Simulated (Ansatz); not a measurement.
# Fe wire along [111], 24 atoms a period: bands along the axis

What gap, if any, does the Fe wire along [111], 24 atoms a period have, and how many channels would it open?

Method: DFT PBE, plane waves, PAW; relaxation of a wire's period; PAW set soft_1, in the first sound run; inputs show where later runs differ, in Ansatz 0.2.0.

### 1. Starting point

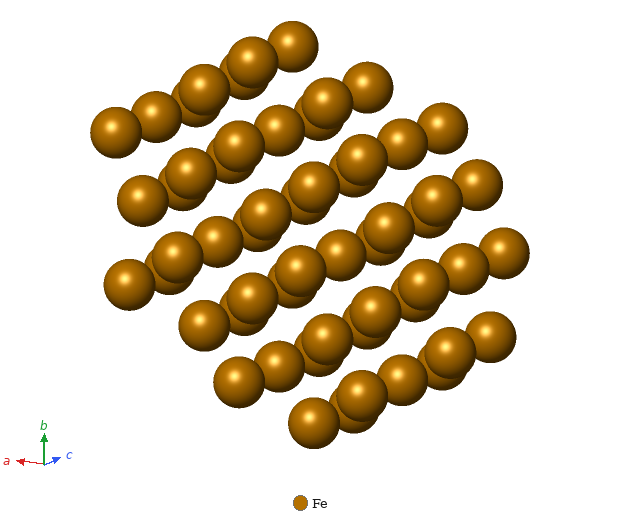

The cell as given, at a slant to the c axis (iron orange). 1×1×2 cells are drawn. Some periodic images of atoms are drawn too.

The cell holds 24 atoms: 24 Fe. Cell: a = 16.806 Å, b = 17.198 Å, c = 2.451 Å, α = 90.0°, β = 90.0°, γ = 90.0°. Vacuum lies along a and b. The structure's axis is c.

### 2. Relaxation of atoms and period

Band widths follow the bond lengths, so the wire is relaxed first. The atoms and the third cell vector are free; the box across stays fixed as vacuum. Moments are seeded so that a magnetic state can form if it lies lower. A Fermi-Dirac smearing is set since the result may be a metal. The pressure printed is a third of the stress's trace over the whole box, vacuum included; only the stress along the axis is relaxed.

input.yaml reads:

```yaml
crystal:
  lattice:
    - [16.806, 0.0, 0.0]
    - [0.0, 17.198, 0.0]
    - [0.0, 0.0, 2.4508518927]
  atoms:
    - { symbol: Fe, position: [0.321379995, 0.264876303, 0.0], spin: 2.4 }
    - { symbol: Fe, position: [0.44045129, 0.466412993, 0.0], spin: 2.4 }
    - { symbol: Fe, position: [0.559522586, 0.264876303, 0.0], spin: 2.4 }
    - { symbol: Fe, position: [0.678593881, 0.466412993, 0.0], spin: 2.4 }
    - { symbol: Fe, position: [0.797665176, 0.667949682, 0.0], spin: 2.4 }
    - { symbol: Fe, position: [0.202308699, 0.600770786, 0.333333333], spin: 2.4 }
    - { symbol: Fe, position: [0.321379995, 0.399234096, 0.333333333], spin: 2.4 }
    - { symbol: Fe, position: [0.44045129, 0.197697407, 0.333333333], spin: 2.4 }
    - { symbol: Fe, position: [0.44045129, 0.600770786, 0.333333333], spin: 2.4 }
    - { symbol: Fe, position: [0.559522586, 0.399234096, 0.333333333], spin: 2.4 }
    - { symbol: Fe, position: [0.559522586, 0.802307475, 0.333333333], spin: 2.4 }
    - { symbol: Fe, position: [0.678593881, 0.600770786, 0.333333333], spin: 2.4 }
    - { symbol: Fe, position: [0.797665176, 0.399234096, 0.333333333], spin: 2.4 }
    - { symbol: Fe, position: [0.202308699, 0.3320552, 0.666666667], spin: 2.4 }
    - { symbol: Fe, position: [0.321379995, 0.533591889, 0.666666667], spin: 2.4 }
    - { symbol: Fe, position: [0.44045129, 0.3320552, 0.666666667], spin: 2.4 }
    - { symbol: Fe, position: [0.44045129, 0.735128579, 0.666666667], spin: 2.4 }
    - { symbol: Fe, position: [0.559522586, 0.533591889, 0.666666667], spin: 2.4 }
    - { symbol: Fe, position: [0.678593881, 0.3320552, 0.666666667], spin: 2.4 }
    - { symbol: Fe, position: [0.678593881, 0.735128579, 0.666666667], spin: 2.4 }
    - { symbol: Fe, position: [0.797665176, 0.533591889, 0.666666667], spin: 2.4 }
    - { symbol: Fe, position: [0.202308699, 0.466412993, 0.0], spin: 2.4 }
    - { symbol: Fe, position: [0.321379995, 0.667949682, 0.0], spin: 2.4 }
    - { symbol: Fe, position: [0.559522586, 0.667949682, 0.0], spin: 2.4 }
magnetization:
  spin_polarized: true
kpoints:
  mp_grid: { grid: [1, 1, 33] }
scf:
  occupations: { method: fermi_dirac, width: 0.05 }
hamiltonian:
  xc: pbe
  pseudopotentials: { kind: paw, azcp: { folder: soft_1 } }
relax:
  cell: { fix: [a, b, alpha, beta, gamma] }
  max_steps: 45
  f_tol: 0.03
```

On the command line:

```bash
ansatz run input.yaml --threads 4 --pin off --max-ram 16384MiB --backend cpu --events-out ev --progress --plain --runs-dir out
```

Numbers of over 12 decimals in the logs are rounded to 6 here.

The program printed:

```text
Engine: ansatz 0.2.0, aarch64-unknown-linux-gnu
Pseudopotentials: kind: paw
Pseudopotential: Fe, paw, valence charge 16, recommended cutoff 420 eV (normal), soft_1/Fe.paw.azcp
Functional definition: PBE
  parameter kappa = 0.804
  parameter beta = 0.066725
  exchange = pbe_x(kappa = kappa, mu = beta*pi^2/3)
  correlation = pbe_c(beta = beta)
Crystal: 24 atoms, lattice volume = 708.369 Å³
Basis set: ecut = 420 eV, 13745 PW (Γ), exchange–correlation on 240×240×36 points (8 copies of the dense FFT grid, shifted against one another)
Bands: 265, of which v1, the nominal top of the filled ones, is band 192 counted from 1 (191 counted from 0)
Symmetry: 2 space group operations
Space group: P-1 (ITA 2), of the structure as read, at distance tolerance 8.9e-5 Å
Magnetic group: BNS 2.4 (UNI 4), of the structure as read, at distance tolerance 8.9e-5 Å
k-points: 17 of 33
Non-local potential: Fe, projectors of the file, l = 0: 3, l = 1: 2, l = 2: 3, l = 3: 1
PAW form: soft (Blöchl's): semilocal exchange-correlation on the pseudo side does not see the compensation charge
PAW one-centre angular grid: Fe, 590 points (default); XC on 64 Gauss nodes
Initial density: superposition of atomic densities (neutral atoms: chi_scale 0, normalization atom)
Starting moments: Σ|m| = 57.6 μB on 24 of 24 sites
Initial wavefunctions: pseudopotential atomic-orbital guess
Functional: x = pbe(κ = 0.804, μ = 0.219515), c = pbe(β = 0.066725)
SCF iter   1: F=—  HF=-107509.958706 eV  |F-HF|=—  |Δ(HF+E_count)|=         —  Δρ=4.62e-2 (↑1.69e-2 ↓4.62e-2)  dr2=7.43e1  dr2_m=3.92e0  M=57.986 μB ∫|m|=58.459 μB  β_m=0.30  ethr=3.10e-3  ⟨swp⟩=7.7  Hψ=40154  notcnv=0  defer=592
Mixer restart at iter 1: flushing history
preconditioner: auto → LDOS  [metal: Δε(μ)=0.002 eV  Ē_g=6.138 eV  σ=0.050 eV  W_gap=0.01  n_scr=140 (ndim 8)  ℏωp=19.3 eV  f_vac=0.507  D(μ)=34.74/eV (n_scr^D=308)]
spin=Collinear: LDOS preconditioning applied to the charge; magnetization (m = ρ↑ − ρ↓) channel mixes plain (no charge-response kernel on spin).
SCF iter   2: F=—  HF=-107500.922313 eV  |F-HF|=—  |Δ(HF+E_count)|=    9.04e0  Δρ=2.65e-2 (↑2.65e-2 ↓2.27e-2)  dr2=1.07e1  dr2_m=3.23e0  M=59.098 μB ∫|m|=59.932 μB  β_m=0.35  ethr=3.10e-3  ⟨swp⟩=3.0  Hψ=16011  notcnv=0  defer=1153
SCF iter   3: F=—  HF=-107509.615804 eV  |F-HF|=—  |Δ(HF+E_count)|=    8.69e0  Δρ=1.48e-2 (↑1.34e-2 ↓1.48e-2)  dr2=9.35e-1  dr2_m=1.19e0  M=59.066 μB ∫|m|=60.275 μB  β_m=0.45  ethr=2.78e-3  ⟨swp⟩=3.0  Hψ=14510  notcnv=0  defer=1166
SCF iter   4: F=—  HF=-107514.981108 eV  |F-HF|=—  |Δ(HF+E_count)|=    5.37e0  Δρ=1.01e-2 (↑1.01e-2 ↓6.53e-3)  dr2=3.09e-1  dr2_m=4.18e-1  M=59.846 μB ∫|m|=61.572 μB  β_m=0.73  ethr=2.44e-4  ⟨swp⟩=3.6  Hψ=17164  notcnv=0  defer=1163
SCF iter   5: F=—  HF=-107516.621863 eV  |F-HF|=—  |Δ(HF+E_count)|=    1.64e0  Δρ=5.31e-3 (↑5.31e-3 ↓3.86e-3)  dr2=6.40e-1  dr2_m=7.15e-2  M=61.242 μB ∫|m|=63.476 μB  β_m=0.69  ethr=8.05e-5  ⟨swp⟩=3.1  Hψ=18879  notcnv=0  defer=1162
SCF iter   6: F=—  HF=-107516.546674 eV  |F-HF|=—  |Δ(HF+E_count)|=   7.52e-2  Δρ=2.61e-3 (↑2.56e-3 ↓2.61e-3)  dr2=1.55e-1  dr2_m=2.00e-2  M=61.537 μB ∫|m|=63.879 μB  β_m=0.71  ethr=8.05e-5  ⟨swp⟩=2.1  Hψ=16602  notcnv=0  defer=1166
SCF iter   7: F=—  HF=-107516.611967 eV  |F-HF|=—  |Δ(HF+E_count)|=         —  Δρ=3.78e-3 (↑3.78e-3 ↓2.35e-3)  dr2=6.65e-2  dr2_m=5.48e-2  M=62.162 μB ∫|m|=64.500 μB  β_m=0.71  ethr=4.03e-5  ⟨swp⟩=2.0  Hψ=16136  notcnv=0  defer=1166
SCF iter   8: F=—  HF=-107516.586082 eV  |F-HF|=—  |Δ(HF+E_count)|=   2.59e-2  Δρ=2.12e-3 (↑2.12e-3 ↓9.75e-4)  dr2=5.17e-2  dr2_m=1.21e-2  M=62.137 μB ∫|m|=64.563 μB  β_m=0.76  ethr=1.73e-5  ⟨swp⟩=2.8  Hψ=16086  notcnv=0  defer=1166
SCF iter   9: F=—  HF=-107516.598772 eV  |F-HF|=—  |Δ(HF+E_count)|=   1.27e-2  Δρ=4.08e-4 (↑3.76e-4 ↓4.08e-4)  dr2=6.07e-3  dr2_m=3.95e-4  M=62.224 μB ∫|m|=64.603 μB  β_m=0.73  ethr=1.35e-5  ⟨swp⟩=1.9  Hψ=12565  notcnv=0  defer=1170
SCF iter  10: F=—  HF=-107516.599688 eV  |F-HF|=—  |Δ(HF+E_count)|=   9.16e-4  Δρ=5.72e-4 (↑5.72e-4 ↓2.90e-4)  dr2=9.51e-4  dr2_m=1.11e-3  M=62.272 μB ∫|m|=64.645 μB  β_m=0.79  ethr=1.58e-6  ⟨swp⟩=2.1  Hψ=12289  notcnv=0  defer=1177
SCF iter  11: F=—  HF=-107516.599487 eV  |F-HF|=—  |Δ(HF+E_count)|=   2.01e-4  Δρ=1.57e-4 (↑1.57e-4 ↓1.13e-4)  dr2=5.21e-4  dr2_m=2.32e-5  M=62.273 μB ∫|m|=64.652 μB  β_m=0.64  ethr=2.48e-7  ⟨swp⟩=3.3  Hψ=17140  notcnv=0  defer=1173
SCF iter  12: F=—  HF=-107516.599337 eV  |F-HF|=—  |Δ(HF+E_count)|=   1.51e-4  Δρ=5.90e-5 (↑5.90e-5 ↓4.24e-5)  dr2=5.04e-5  dr2_m=5.55e-6  M=62.278 μB ∫|m|=64.658 μB  β_m=0.68  ethr=1.36e-7  ⟨swp⟩=2.0  Hψ=12356  notcnv=0  defer=1171
SCF iter  13: F=—  HF=-107516.599327 eV  |F-HF|=—  |Δ(HF+E_count)|=   9.90e-6  Δρ=6.29e-5 (↑6.29e-5 ↓1.72e-5)  dr2=2.05e-5  dr2_m=7.75e-6  M=62.285 μB ∫|m|=64.664 μB  β_m=0.57  ethr=1.31e-8  ⟨swp⟩=2.8  Hψ=16240  notcnv=0  defer=1175
SCF iter  14: F=—  HF=-107516.599322 eV  |F-HF|=—  |Δ(HF+E_count)|=   4.66e-6  Δρ=8.75e-6 (↑5.06e-6 ↓8.75e-6)  dr2=1.03e-6  dr2_m=1.63e-7  M=62.283 μB ∫|m|=64.662 μB  β_m=0.59  ethr=5.33e-9  ⟨swp⟩=2.0  Hψ=12299  notcnv=0  defer=1175
SCF iter  15: F=—  HF=-107516.599322 eV  |F-HF|=—  |Δ(HF+E_count)|=   3.11e-7  Δρ=7.96e-6 (↑7.96e-6 ↓3.70e-6)  dr2=5.24e-7  dr2_m=1.57e-7  M=62.283 μB ∫|m|=64.662 μB  β_m=0.54  ethr=2.67e-10  ⟨swp⟩=2.7  Hψ=16370  notcnv=0  defer=1174
SCF iter  16: F=—  HF=-107516.599322 eV  |F-HF|=—  |Δ(HF+E_count)|=   2.35e-8  Δρ=1.94e-6 (↑1.89e-6 ↓1.94e-6)  dr2=6.31e-8  dr2_m=1.30e-8  M=62.282 μB ∫|m|=64.662 μB  β_m=0.52  ethr=1.37e-10  ⟨swp⟩=2.1  Hψ=14076  notcnv=0  defer=1174
SCF iter  17: F=-107516.599322 eV  HF=-107516.599322 eV  |F-HF|=2.92e-9  |Δ(HF+E_count)|=   1.72e-8  Δρ=1.09e-6 (↑1.09e-6 ↓7.85e-7)  dr2=1.38e-8  dr2_m=3.24e-9  M=62.282 μB ∫|m|=64.662 μB  ethr=1.64e-11  ⟨swp⟩=2.5  Hψ=28739  notcnv=0
SCF 1 converged in 17 iterations: F = -107516.599322 eV  dr2 = 1.38e-8
  greatest PAW one-centre occupation: 1.001 electrons in one spin orbital (limit 2), on the Fe atom at site 13 (counted from 0), in its partial waves of l = 1
relax step   1: F+E_penalty+E_count = -107516.59932242 eV  Δ(F+E_penalty+E_count) = +0.000e0 eV  max|allowed force component| = 4.140e-1 eV/Å  Δτ_max = 0.0000 Å  P = -0.676 GPa  Ω = 708.369 Å³  fix = [a, b, alpha, beta, gamma]  reactions: a -0.831, b -0.603 GPa; alpha +0.020, beta +0.038, gamma +0.173 GPa/rad  (17 SCF iters, dr2 threshold 1.00e-7 eV, accepted)
Crystal: 24 atoms, lattice volume = 707.344 Å³
Basis set: ecut = 420 eV, 13713 PW (Γ), exchange–correlation on 240×240×36 points (8 copies of the dense FFT grid, shifted against one another)
[...]
SCF iter   2: F=—  HF=-107516.745203 eV  |F-HF|=—  |Δ(HF+E_count)|=   1.55e-4  Δρ=1.35e-6 (↑1.21e-6 ↓1.35e-6)  dr2=2.94e-7  dr2_m=1.68e-9  M=61.743 μB ∫|m|=64.015 μB  β_m=0.53  ethr=1.62e-10  ⟨swp⟩=3.9  Hψ=21873  notcnv=0
SCF iter   3: F=—  HF=-107516.745204 eV  |F-HF|=—  |Δ(HF+E_count)|=   3.43e-8  Δρ=2.04e-6 (↑2.04e-6 ↓1.26e-6)  dr2=6.11e-8  dr2_m=2.50e-9  M=61.743 μB ∫|m|=64.015 μB  β_m=0.45  ethr=7.66e-11  ⟨swp⟩=2.0  Hψ=12611  notcnv=0
SCF iter   4: F=—  HF=-107516.745203 eV  |F-HF|=—  |Δ(HF+E_count)|=   4.74e-9  Δρ=8.87e-7 (↑8.87e-7 ↓5.51e-7)  dr2=1.72e-8  dr2_m=2.25e-9  M=61.743 μB ∫|m|=64.015 μB  β_m=0.46  ethr=1.59e-11  ⟨swp⟩=2.5  Hψ=14442  notcnv=0
SCF iter   5: F=—  HF=-107516.745204 eV  |F-HF|=—  |Δ(HF+E_count)|=   4.05e-9  Δρ=4.28e-7 (↑4.28e-7 ↓3.72e-7)  dr2=5.32e-9  dr2_m=7.04e-10  M=61.743 μB ∫|m|=64.015 μB  β_m=0.61  ethr=4.49e-12  ⟨swp⟩=2.0  Hψ=11970  notcnv=0
SCF iter   6: F=—  HF=-107516.745204 eV  |F-HF|=—  |Δ(HF+E_count)|=   2.90e-9  Δρ=2.89e-7 (↑2.89e-7 ↓1.32e-7)  dr2=1.29e-9  dr2_m=2.19e-10  M=61.743 μB ∫|m|=64.015 μB  β_m=0.57  ethr=1.39e-12  ⟨swp⟩=2.2  Hψ=12108  notcnv=0
SCF iter   7: F=—  HF=-107516.745204 eV  |F-HF|=—  |Δ(HF+E_count)|=  1.46e-11  Δρ=1.40e-7 (↑1.40e-7 ↓5.91e-8)  dr2=9.19e-11  dr2_m=4.99e-11  M=61.743 μB ∫|m|=64.015 μB  β_m=0.59  ethr=1.00e-12  ⟨swp⟩=2.2  Hψ=11886  notcnv=0
SCF iter   8: F=-107516.745204 eV  HF=-107516.745204 eV  |F-HF|=3.20e-10  |Δ(HF+E_count)|=  2.91e-11  Δρ=5.35e-8 (↑3.86e-8 ↓5.35e-8)  dr2=5.15e-11  dr2_m=3.30e-12  M=61.743 μB ∫|m|=64.015 μB  ethr=1.00e-12  ⟨swp⟩=3.0  Hψ=28782  notcnv=0
SCF 5 converged in 8 iterations: F = -107516.745204 eV  dr2 = 5.15e-11
relax step   5: F+E_penalty+E_count = -107516.74520350 eV  Δ(F+E_penalty+E_count) = +7.606e-4 eV  max|allowed force component| = 4.976e-3 eV/Å  Δτ_max = 0.0000 Å  P = -0.012 GPa  Ω = 706.910 Å³  fix = [a, b, alpha, beta, gamma]  reactions: a -0.031, b -0.003 GPa; alpha +0.001, beta -0.003, gamma +0.000 GPa/rad  stress off target by 3.76e-3 GPa on what of the cell is left free  SCF on the basis re-selected at this cell (its energy is not comparable with the rows above)  (8 SCF iters)
basis re-selected at this cell: Δ(F+E_penalty+E_count) = +7.606e-4 eV, ΔP = +0.001 GPa vs the last step (what re-selecting the basis moved, of the pressure what is left beyond the Pulay correction that the steps carried, after the strain that the cell walked since its last selection, with what the two solves' SCF thresholds leave and, on support functions, any second-order correction that the steps lacked; it is no m [...]
SCF converged after 8 iterations
Magnetization: 61.7431 μB (222.8716 up, 161.1284 down)
Absolute magnetization: 64.0193 μB (∫|ρ↑−ρ↓|, with the PAW one-centre terms)
Spin contamination: 1.0535 ħ² per cell (⟨S²⟩ above its minimum at these occupations)
Per-site moments (μB) at R_I (Å): [(2.674163, 1.008895), (2.182007, 0.993724), (2.646974, 1.007736), (2.364428, 0.976562), (2.687585, 0.975638), (2.686913, 0.976562), (2.389642, 0.975638), (2.689491, 0.977156), (2.327523, 1.008895), (2.327523, 1.008895), (2.689491, 0.977156), (2.389642, 0.975638), (2.686913, 0.976562), (2.687585, 0.975638), (2.364428, 0.976562), (2.368833, 0.977156), (2.646974, 1.007736), (2.182007, 0.993724), (2.646966, 1.008272), (2.674163, 1.008895), (2.673293, 1.008895), (2.673293, 1.008895), (2.646966, 1.008272), (2.368833, 0.977156)]
Free energy (F): -107516.745204 eV
Harris-Foulkes:  -107516.745204 eV  (|F-HF|=3.20e-10)
Internal energy: -107516.519097 eV  (E = F + TS)
E sigma→0 (E₀):  -107516.632150 eV
Entropy (-TS):   -0.226107 eV (-9.421 meV/atom)
Fermi energy:    4.635240 eV
--- Per-component energies (eV) ---
  E_band       = -10392.254328
  E_kinetic    = 7914.003527
  E_local      = -380978.102897  (includes V_loc(G=0)·N_el)
  E_nonlocal   = 7004.806833
  E_hartree    = 183458.215875
  E_xc         = -2631.028584
  E_vxc        = -3377.495331  (∫ρ·V_xc dr)
  E_paw        = -33206.046497  (= ΣΔE_a)
  E_vpaw       = -7871.872905  (= ΣTr[D̂ρ^β])
  E_aug_tail   = -0.024678  (compensation charges beyond the density's cutoff)
  E_ewald      = 110921.657326
  E_smearing   = -0.226107  (= −TS)
  E_closure    = -0.000000  (closes the sum)
  Σ components = -107516.745204   (vs F -107516.745204, Δ=0.00e0)
--- Forces (eV/Å), atoms counted from 1 ---
  atom   1  Fe     0.00217276     0.00250267    -0.00040231
  atom   2  Fe    -0.00206119    -0.00118534     0.00142664
  atom   3  Fe     0.00062390     0.00257531     0.00136809
  atom   4  Fe     0.00223798    -0.00194899     0.00324802
  atom   5  Fe     0.00144317     0.00083399     0.00497551
  atom   6  Fe    -0.00213345    -0.00056394     0.00315907
  atom   7  Fe    -0.00256424    -0.00151943     0.00452851
  atom   8  Fe    -0.00142494    -0.00164795     0.00317019
  atom   9  Fe    -0.00070022     0.00144368     0.00005674
  atom  10  Fe     0.00070022    -0.00144368    -0.00005674
  atom  11  Fe     0.00142494     0.00164795    -0.00317019
  atom  12  Fe     0.00256424     0.00151943    -0.00452851
  atom  13  Fe     0.00213345     0.00056394    -0.00315907
  atom  14  Fe    -0.00144317    -0.00083399    -0.00497551
  atom  15  Fe    -0.00223798     0.00194899    -0.00324802
  atom  16  Fe     0.00064990    -0.00291399    -0.00325554
  atom  17  Fe    -0.00062390    -0.00257531    -0.00136809
  atom  18  Fe     0.00206119     0.00118534    -0.00142664
  atom  19  Fe    -0.00252713     0.00084968    -0.00132112
  atom  20  Fe    -0.00217276    -0.00250267     0.00040231
  atom  21  Fe    -0.00316787    -0.00060585     0.00042076
  atom  22  Fe     0.00316787     0.00060585    -0.00042076
  atom  23  Fe     0.00252713    -0.00084968     0.00132112
  atom  24  Fe    -0.00064990     0.00291399     0.00325554
  max |Σ_I F_I| component: 5.42e-19 eV/Å
--- Stress (GPa, compression-positive) ---
       -0.030683      -0.000063       0.003160
       -0.000063      -0.002643      -0.000880
        0.003160      -0.000880      -0.003758
  P = ⅓ Tr σ = -0.0124 GPa (-0.124 kbar)
--- Relaxed structure (4 steps of the walk, 4 accepted, 1 SCFs on fresh bases) ---
  F+E_penalty+E_count = -107516.74520350 eV   max|allowed force component| = 4.976e-3 eV/Å   (the final SCF, on the basis selected at the relaxed cell)
  cell:  # Å, volume = 706.9101 Å³
    - [16.806, 0, 0]
    - [0, 17.198, 0]
    - [0, 0, 2.445805]
  atoms:
    - { symbol: Fe, position: [0.322069, 0.264589, 0.00795907] }
    - { symbol: Fe, position: [0.441766, 0.467186, 0.00436458] }
    - { symbol: Fe, position: [0.560846, 0.263281, 0.011913] }
    - { symbol: Fe, position: [0.677964, 0.465658, -0.015532] }
    - { symbol: Fe, position: [0.793008, 0.665325, 0.027524] }
    - { symbol: Fe, position: [0.206046, 0.599573, 0.379531] }
    - { symbol: Fe, position: [0.322613, 0.399959, 0.334259] }
    - { symbol: Fe, position: [0.441377, 0.201429, 0.378872] }
    - { symbol: Fe, position: [0.439848, 0.601766, 0.333641] }
    - { symbol: Fe, position: [0.560126, 0.398234, 0.333026] }
    - { symbol: Fe, position: [0.558596, 0.798571, 0.287795] }
    - { symbol: Fe, position: [0.677361, 0.600041, 0.332407] }
    - { symbol: Fe, position: [0.793928, 0.400427, 0.287136] }
    - { symbol: Fe, position: [0.206965, 0.334675, 0.639143] }
    - { symbol: Fe, position: [0.322010, 0.534342, 0.682198] }
    - { symbol: Fe, position: [0.441456, 0.332260, 0.681789] }
    - { symbol: Fe, position: [0.439128, 0.736719, 0.654754] }
    - { symbol: Fe, position: [0.558208, 0.532814, 0.662302] }
    - { symbol: Fe, position: [0.679317, 0.330165, 0.653827] }
    - { symbol: Fe, position: [0.677905, 0.735411, 0.658708] }
    - { symbol: Fe, position: [0.797700, 0.532926, 0.658471] }
    - { symbol: Fe, position: [0.202273, 0.467074, 0.00819578] }
    - { symbol: Fe, position: [0.320657, 0.669835, 0.012839] }
    - { symbol: Fe, position: [0.558518, 0.667740, -0.015123] }
```

It took 22 min on 4 threads of Arm Neoverse V2, shared host; peak memory 6.3 GiB.

Step by step:

| step | energy less that of the first step (eV) | largest force component (eV/Å) | pressure (GPa) | volume (Å³) |
| --- | --- | --- | --- | --- |
| 1 | 0.0000 | 0.4140 | -0.68 | 708.37 |
| 2 | -0.1006 | 0.2069 | -0.29 | 707.34 |
| 3 | -0.1456 | 0.0407 | 0.06 | 706.86 |
| 4 | -0.1466 | 0.0050 | -0.01 | 706.91 |
| 5* | -0.1459 | 0.0050 | -0.01 | 706.91 |

Relaxation steps marked * repeat the geometry before them on a plane-wave basis chosen anew for their cell, so energy and pressure can jump there.

Forces are held to the 2 operations that the run works with; a distortion that breaks them can't arise in this run.

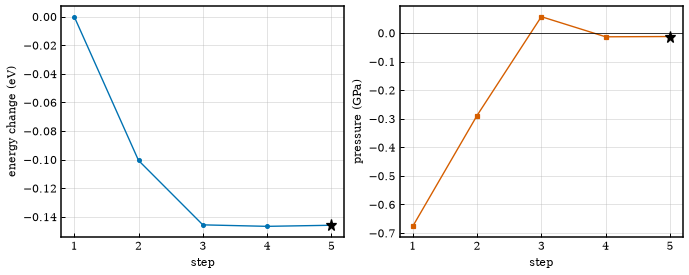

Energy and pressure along the relaxation. Stars mark steps on a basis chosen anew.

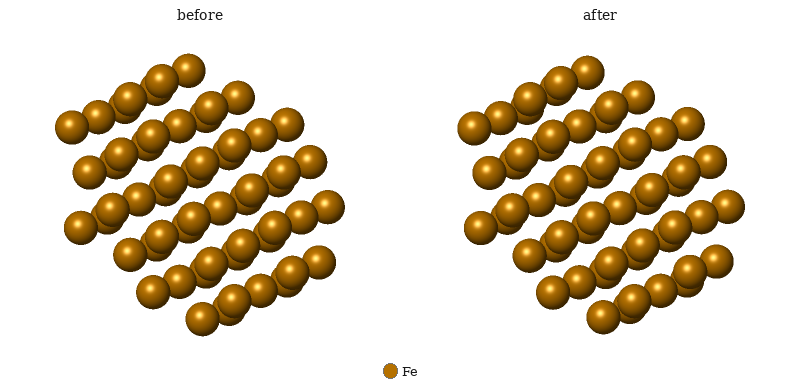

Before and after, at one scale.

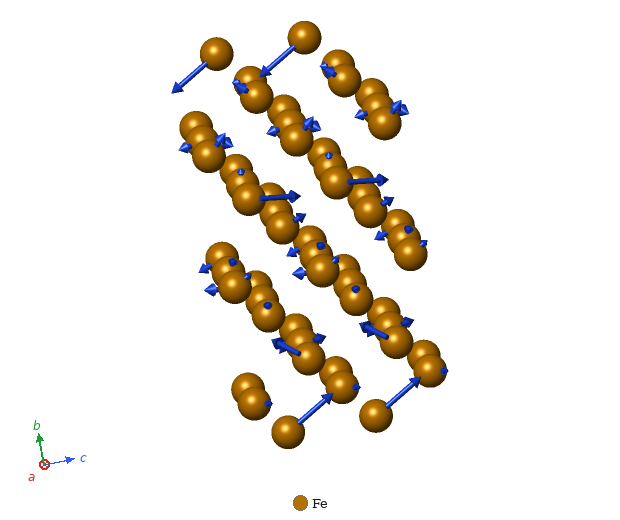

Displacements in the relaxation, exaggerated, measured against the changing cell; the longest in the cell stands for 0.13 Å. 1×1×2 cells are drawn. Some periodic images of atoms are drawn too.

| cell as run | before | after | change |
| --- | --- | --- | --- |
| c (Å) | 2.451 | 2.446 | -0.2 % |

The atoms that moved most (Å, along periodic axes as changes of fractional coordinates times the final cell, across vacuum about the mean position):

| atom | dx | dy | dz | length |
| --- | --- | --- | --- | --- |
| Fe6 | 0.063 | -0.021 | 0.113 | 0.131 |
| Fe13 | -0.063 | 0.021 | -0.113 | 0.131 |
| Fe8 | 0.016 | 0.064 | 0.111 | 0.130 |
| Fe11 | -0.016 | -0.064 | -0.111 | 0.130 |
| Fe14 | 0.078 | 0.045 | -0.067 | 0.113 |
| Fe5 | -0.078 | -0.045 | 0.067 | 0.113 |
| Fe23 | -0.012 | 0.032 | 0.031 | 0.047 |
| Fe19 | 0.012 | -0.032 | -0.031 | 0.047 |

Numbers from this step:

```yaml
energy_at_zero_smearing: -107516.6322 eV
total_moment: 61.74 μB
absolute_moment: 64.02 μB
cell_length_along_the_wire: 2.446 Å
```

(Part 1 of 2 ends here.)

[Logs are printed without paths, hosts, clocks, repeated set-up lines and the standing remarks that a program may print on its own settings, such as how far it seeks lower states.]

[Hosts, paths, dates, database ids (printed as entryN), source tags and the programs' standing remarks are cut or masked in the printed files.]
